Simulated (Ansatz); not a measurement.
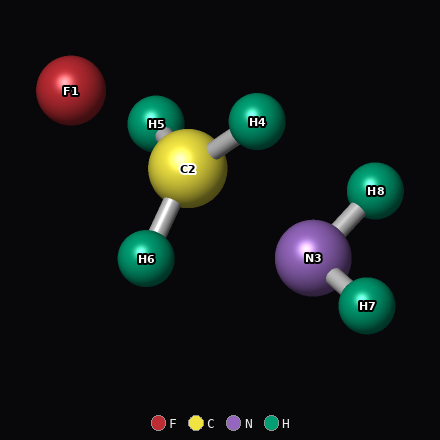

The system is the reacting system CH5FN (fragments CH₃F + H₂N where the first distance is long, F + CH₅N where the second is long), charge −1; the picture shows the reference structure. First axis: distance C2–N3 (bond that forms). Second axis: distance F1–C2 (bond that breaks). Relaxed at each point: all other coordinates. The scan uses a 13 × 13 grid. Points are written as (first, second). All energies are given in kJ/mol relative to the lowest grid point. Energies and slopes of some neighbouring points disagree (a jump in structure or state, or too coarse a mesh). The reference is spin-restricted, so regions where a bond is pulled apart into radicals lie too high. The calculation used RKS PBE0-D4/def2-SVPD (Ansatz).

Its coordinates:

```xyz
8

F    -1.2421   -1.2379    1.4475
C    -0.3552   -0.3471    0.2994
N     0.5974    0.6152   -1.0275
H     0.1931    0.1112    1.1190
H    -1.2804    0.0956   -0.0595
H    -0.0086   -1.2775   -0.1424
H     1.5917    0.4333   -0.8535
H     0.5040    1.6070   -0.7831
```

Range: distance C2–N3 (bond that forms) from 1.323 to 3.123 Å; distance F1–C2 (bond that breaks) from 1.224 to 2.424 Å.

Question: What will the energy surface look like?

Answer: The lowest grid point is at (1.515 Å, 2.424 Å). It lies in a valley that leaves the map towards separated partners. Other grid points that lie below all their neighbours: (2.756 Å, 1.436 Å) (152 kJ/mol higher). The highest grid point, (1.641 Å, 1.224 Å), lies 538 kJ/mol above the lowest.

| second ↓, first → | 1.323 | 1.404 | 1.515 | 1.641 | 1.779 | 1.926 | 2.080 | 2.241 | 2.407 | 2.579 | 2.756 | 2.937 | 3.123 |
| --- | --- | --- | --- | --- | --- | --- | --- | --- | --- | --- | --- | --- | --- |
| 2.424 | 43 | 8 | 0 | 21 | 60 | 106 | 152 | 195 | 233 | 266 | 294 | 319 | 340 |
| 2.300 | 58 | 22 | 11 | 30 | 65 | 108 | 150 | 190 | 224 | 254 | 281 | 303 | 323 |
| 2.179 | 81 | 42 | 29 | 43 | 75 | 112 | 150 | 185 | 216 | 242 | 266 | 287 | 305 |
| 2.062 | 114 | 72 | 54 | 63 | 89 | 120 | 152 | 181 | 207 | 230 | 250 | 268 | 285 |
| 1.947 | 159 | 112 | 88 | 91 | 108 | 132 | 156 | 178 | 198 | 216 | 233 | 248 | 262 |
| 1.836 | 214 | 162 | 131 | 125 | 133 | 147 | 162 | 176 | 189 | 201 | 214 | 226 | 238 |
| 1.729 | 279 | 222 | 182 | 166 | 163 | 165 | 169 | 174 | 179 | 186 | 194 | 203 | 213 |
| 1.626 | 351 | 288 | 239 | 212 | 197 | 187 | 179 | 173 | 171 | 171 | 175 | 181 | 187 |
| 1.528 | 427 | 359 | 302 | 264 | 236 | 213 | 192 | 175 | 164 | 159 | 159 | 162 | 166 |
| 1.436 | 137 | 151 | 370 | 322 | 283 | 246 | 212 | 184 | 165 | 155 | 152 | 152 | 155 |
| 1.352 | 161 | 161 | 445 | 389 | 339 | 290 | 243 | 205 | 180 | 166 | 160 | 159 | 160 |
| 1.278 | 201 | 190 | 202 | 465 | 407 | 348 | 290 | 244 | 213 | 196 | 188 | 186 | 186 |
| 1.224 | 247 | 229 | 238 | 538 | 474 | 408 | 343 | 291 | 258 | 238 | 229 | 225 | 225 |

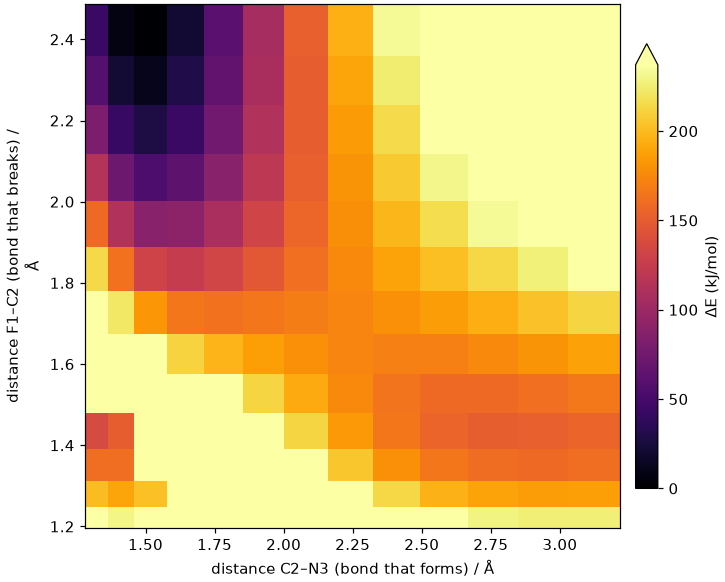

The picture shows one coloured cell a grid point, one colour for all values above the top of the scale.

Each point was launched as `ansatz run input.yaml --threads 1 --pin off --max-ram 2560MiB --backend cpu --events-out ev --progress --plain --runs-dir out`. Time for the 169 points that were run: 11 min on 1 thread of AMD EPYC 9R45 96-Core Processor (Zen 5), with other jobs on the host.
